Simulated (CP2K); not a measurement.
# CH4ClGa (SMILES [CH3][GaH][Cl]): SCS-MP2/ccGRB-D (density fitting, core potential, ngrids 5, wfc cutoff 150 Ry)

What is the energy change on altering one bond length of CH4ClGa at SCS-MP2/ccGRB-D (density fitting, core potential, ngrids 5, wfc cutoff 150 Ry)? 

The calculation is run with CP2K 2026.2.

1 further run of the same task is left out (it didn't finish). Runs told in other sessions of the task aren't counted.

### Step 1. The system as given

CH4ClGa: 7 atoms, total charge 0, spin state singlet. SMILES: `[CH3][GaH][Cl]`. Geometry: relaxed at PBE0-D4/def2-TZVP.

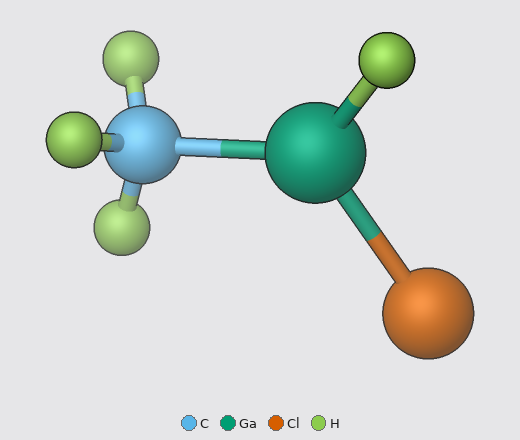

The structure, seen from a chosen angle (carbon blue, gallium teal, chlorine orange, hydrogen green).

### Step 2. The energy at SCS-MP2/ccGRB-D (density fitting, core potential, ngrids 5, wfc cutoff 150 Ry)

Input file qs.inp:

```
&GLOBAL
   PROJECT qs
   RUN_TYPE ENERGY
   PRINT_LEVEL MEDIUM
&END GLOBAL

&FORCE_EVAL
   METHOD QUICKSTEP
   &DFT
      BASIS_SET_FILE_NAME BASIS_ccGRB_UZH
      POTENTIAL_FILE_NAME POTENTIAL_UZH
      AUTO_BASIS RI_AUX MEDIUM
      &QS
         METHOD GAPW_XC
         EPS_DEFAULT 1.0E-10
      &END QS
      &MGRID
         CUTOFF 250
         REL_CUTOFF 50
         NGRIDS 5
      &END MGRID
      ! isolated system
      &POISSON
         PERIODIC NONE
         POISSON_SOLVER MULTIPOLE
      &END POISSON
      &SCF
         SCF_GUESS ATOMIC
         EPS_SCF 1.0E-06
         MAX_SCF 150
         ADDED_MOS 5
         &DIAGONALIZATION
            ALGORITHM STANDARD
         &END DIAGONALIZATION
         &MIXING
            METHOD DIRECT_P_MIXING
            ALPHA 0.4
         &END MIXING
      &END SCF
      &XC
         &XC_FUNCTIONAL NONE
         &END XC_FUNCTIONAL
         &HF
            FRACTION 1
            &SCREENING
               EPS_SCHWARZ 1.0E-09
            &END SCREENING
            &MEMORY
               MAX_MEMORY 1050
            &END MEMORY
         &END HF
         &WF_CORRELATION
            &RI_MP2
            &END RI_MP2
            SCALE_S 1.2
            SCALE_T 0.333333
            MEMORY 900
            &INTEGRALS
               ERI_METHOD GPW
               &WFC_GPW
                  CUTOFF 150
                  REL_CUTOFF 35
               &END WFC_GPW
            &END INTEGRALS
         &END WF_CORRELATION
      &END XC
      ! extra output
      &PRINT
         &MOMENTS
            PERIODIC F
            REFERENCE COM
            MAX_MOMENT 1
         &END MOMENTS
         &MO ON
            ENERGIES T
            OCCUPATION_NUMBERS T
            NDIGITS 6
            &EACH
               QS_SCF 0
            &END EACH
            ADD_LAST NUMERIC
         &END MO
         &HIRSHFELD OFF
         &END HIRSHFELD
      &END PRINT
   &END DFT
   ! structure
   &SUBSYS
      &CELL
         ABC 10.5 10.4 9.9
         PERIODIC NONE
      &END CELL
      &COORD
         UNIT bohr
         C     -1.3804449     1.1117259    -0.3792680
         Ga     1.5992752    -1.0168616     0.0674632
         Cl     1.6346131    -3.3916804     3.3879010
         H     -0.8237316     3.0938596    -0.5363043
         H     -2.6801986     0.8949743     1.2024327
         H     -2.3544098     0.6022557    -2.1278316
         H      4.0048966    -1.2940845    -1.6143930
      &END COORD
      &TOPOLOGY
         &CENTER_COORDINATES
         &END CENTER_COORDINATES
      &END TOPOLOGY
      &KIND C
         BASIS_SET ccGRB-D-q4
         POTENTIAL GTH-PBE0-q4
      &END KIND
      &KIND Ga
         BASIS_SET ccGRB-D-q13
         POTENTIAL GTH-PBE0-q13
      &END KIND
      &KIND Cl
         BASIS_SET ccGRB-D-q7
         POTENTIAL GTH-PBE0-q7
      &END KIND
      &KIND H
         BASIS_SET ccGRB-D-q1
         POTENTIAL GTH-PBE0-q1
      &END KIND
   &END SUBSYS
&END FORCE_EVAL
```

Launch:

```sh
$ OMP_NUM_THREADS=1 cp2k.psmp -i qs.inp -o qs.out
```

What it wrote, shortened:

```text
CP2K| version string:                                       CP2K version 2026.2
[...]
 GLOBAL| Method name                                                        CP2K
[...]
 GLOBAL| Run type                                                         ENERGY
[...]
 DFT| Spin restricted Kohn-Sham (RKS) calculation                            RKS
 DFT| Multiplicity                                                             1
[...]
 DFT| Charge                                                                   0
[...]
 QS| Method:                                                             GAPW_XC
[...]
 QS| Density cutoff [a.u.]:                                                125.0
[...]
 QS| Relative density cutoff [a.u.]:                                        25.0
[...]
                             - Atoms:                                          7
[...]
                             - Spherical basis functions:                     64
[...]
 Number of electrons:                                                         28
[...]
     1 P_Mix/Diag. 0.40E+00    3.4     1.08471115       -95.6877755280 -9.57E+01
[...]
    15 DIIS/Diag.  0.65E-06    0.3     0.00000041       -95.8771065959 -7.47E-12
  *** SCF run converged in    15 steps ***
[...]
  Overlap energy of the core charge distribution:               0.00000113236876
  Self energy of the core charge distribution:               -149.93578182567506
  Core Hamiltonian energy:                                     42.10986404119975
  Hartree energy:                                              25.29101113838437
  Exchange-correlation energy:                                  0.00000000000000
  Hartree-Fock Exchange energy:                               -13.34220108218670
[...]
                     Mulliken Population Analysis
 #  Atom  Element  Kind  Atomic population                           Net charge
       1     C        1          4.249590                             -0.249590
       2     Ga       2         12.508089                              0.491911
       3     Cl       3          7.354567                             -0.354567
       4     H        4          0.937294                              0.062706
       5     H        4          0.933816                              0.066184
       6     H        4          0.937544                              0.062456
       7     H        4          1.079099                             -0.079099
 # Total charge                             28.000000                 -0.000000
[...]
  Dipole moment [Debye]
    X= -0.5806031E+00 Y=  0.1919847E+01 Z= -0.2211186E+01  Total=      2.9853405
[...]
 ENERGY| Total FORCE_EVAL ( QS ) energy [hartree]            -96.233294547855436
[...]
```

Wall time 51 s (1 thread of Arm Neoverse V1, shared host); peak memory 0.55 GiB.

### Step 3. The distorted shape

Input file mol.inp:

```
&GLOBAL
 PROJECT_NAME mol
 RUN_TYPE ENERGY
 PRINT_LEVEL MEDIUM
&END

&FORCE_EVAL
 METHOD QUICKSTEP
 &DFT
  BASIS_SET_FILE_NAME BASIS_ccGRB_UZH
  POTENTIAL_FILE_NAME POTENTIAL_UZH
  AUTO_BASIS RI_AUX MEDIUM
  &QS
   METHOD GAPW_XC
   EPS_DEFAULT 1.0E-10
  &END
  &MGRID
   CUTOFF 250
   REL_CUTOFF 50
   NGRIDS 5
  &END
  &POISSON
   PERIODIC NONE
   POISSON_SOLVER MULTIPOLE
  &END
  &SCF
   SCF_GUESS ATOMIC
   EPS_SCF 1.0E-06
   MAX_SCF 150
   ADDED_MOS 5
   &DIAGONALIZATION
    ALGORITHM STANDARD
   &END
   &MIXING
    METHOD DIRECT_P_MIXING
    ALPHA 0.4
   &END
  &END
  &XC
   &XC_FUNCTIONAL NONE
   &END
   &HF
    FRACTION 1
    &SCREENING
     EPS_SCHWARZ 1.0E-09
    &END
    &MEMORY
     MAX_MEMORY 1050
    &END
   &END
   &WF_CORRELATION
    &RI_MP2
    &END
    SCALE_S 1.2
    SCALE_T 0.333333
    MEMORY 900
    &INTEGRALS
     ERI_METHOD GPW
     &WFC_GPW
      CUTOFF 150
      REL_CUTOFF 35
     &END
    &END
   &END
  &END
  &PRINT
   &MOMENTS
    PERIODIC F
    REFERENCE COM
    MAX_MOMENT 1
   &END
   &MO ON
    ENERGIES T
    OCCUPATION_NUMBERS T
    NDIGITS 6
    &EACH
     QS_SCF 0
    &END
    ADD_LAST NUMERIC
   &END
   &HIRSHFELD OFF
   &END
  &END
 &END
 &SUBSYS
  &CELL
   ABC 10.8 10.4 9.9
   PERIODIC NONE
  &END
  &COORD
   UNIT bohr
   C     -1.8615522     1.1671686    -0.0429100
   Ga     1.1181680    -0.9614190     0.4038212
   Cl     1.1535058    -3.3362378     3.7242590
   H     -1.3048389     3.1493023    -0.1999463
   H     -3.1613058     0.9504170     1.5387908
   H     -2.8355170     0.6576984    -1.7914736
   H      4.0048966    -1.2940845    -1.6143930
  &END
  &TOPOLOGY
   &CENTER_COORDINATES
   &END
  &END
  &KIND C
   BASIS_SET ccGRB-D-q4
   POTENTIAL GTH-PBE0-q4
  &END
  &KIND Ga
   BASIS_SET ccGRB-D-q13
   POTENTIAL GTH-PBE0-q13
  &END
  &KIND Cl
   BASIS_SET ccGRB-D-q7
   POTENTIAL GTH-PBE0-q7
  &END
  &KIND H
   BASIS_SET ccGRB-D-q1
   POTENTIAL GTH-PBE0-q1
  &END
 &END
&END
```

Launch:

```sh
$ OMP_NUM_THREADS=1 cp2k.psmp -i mol.inp > mol.out 2>&1
```

What it wrote, shortened:

```text
CP2K| version string:                                       CP2K version 2026.2
[...]
 GLOBAL| Method name                                                        CP2K
[...]
 GLOBAL| Run type                                                         ENERGY
[...]
 DFT| Spin restricted Kohn-Sham (RKS) calculation                            RKS
 DFT| Multiplicity                                                             1
[...]
 DFT| Charge                                                                   0
[...]
 QS| Method:                                                             GAPW_XC
[...]
 QS| Density cutoff [a.u.]:                                                125.0
[...]
 QS| Relative density cutoff [a.u.]:                                        25.0
[...]
                             - Atoms:                                          7
[...]
                             - Spherical basis functions:                     64
[...]
 Number of electrons:                                                         28
[...]
     1 P_Mix/Diag. 0.40E+00    3.4     1.09526756       -95.6321644857 -9.56E+01
[...]
    15 DIIS/Diag.  0.69E-06    0.3     0.00000042       -95.8541170925 -5.09E-12
  *** SCF run converged in    15 steps ***
[...]
  Overlap energy of the core charge distribution:               0.00000102777557
  Self energy of the core charge distribution:               -149.93578182567506
  Core Hamiltonian energy:                                     42.00749505237654
  Hartree energy:                                              25.35841466067133
  Exchange-correlation energy:                                  0.00000000000000
  Hartree-Fock Exchange energy:                               -13.28424600760697
[...]
  Dipole moment [Debye]
    X= -0.1206134E+01 Y=  0.1987779E+01 Z= -0.1761733E+01  Total=      2.9171439
[...]
 ENERGY| Total FORCE_EVAL ( QS ) energy [hartree]            -96.211383421901019
[...]
```

Run time: 51 s. Hardware: 1 thread of Arm Neoverse V1, shared host; peak memory 0.57 GiB.

### Step 4. What came out

At SCS-MP2/ccGRB-D (density fitting, core potential, ngrids 5, wfc cutoff 150 Ry):

| quantity | value |
| --- | --- |
| first shape: total energy | -96.23329 Eh |
| first shape: dipole moment (of the density that the program reports) | 2.99 D |
| first shape: HOMO energy (Hartree–Fock orbitals) | -11.11 eV |
| first shape: LUMO energy (Hartree–Fock orbitals) | 1.48 eV |
| first shape: HOMO–LUMO gap (Hartree–Fock orbitals) | 12.60 eV |
| first shape: correlation energy | -356.2 mEh |
| distorted shape: total energy | -96.21138 Eh |
| distorted shape: dipole moment (of the density that the program reports) | 2.92 D |
| distorted shape: HOMO energy (Hartree–Fock orbitals) | -10.82 eV |
| distorted shape: LUMO energy (Hartree–Fock orbitals) | 1.43 eV |
| distorted shape: HOMO–LUMO gap (Hartree–Fock orbitals) | 12.24 eV |
| distorted shape: correlation energy | -357.3 mEh |
| energy change with the Ga2–H7 bond stretched from 1.560 to 1.872 Å | 0.596 eV |

In words: With the Ga2–H7 bond stretched from 1.560 to 1.872 Å the energy rises by 0.60 eV (57.5 kJ/mol). The first shape isn't relaxed at this level, so the change isn't measured from a minimum.
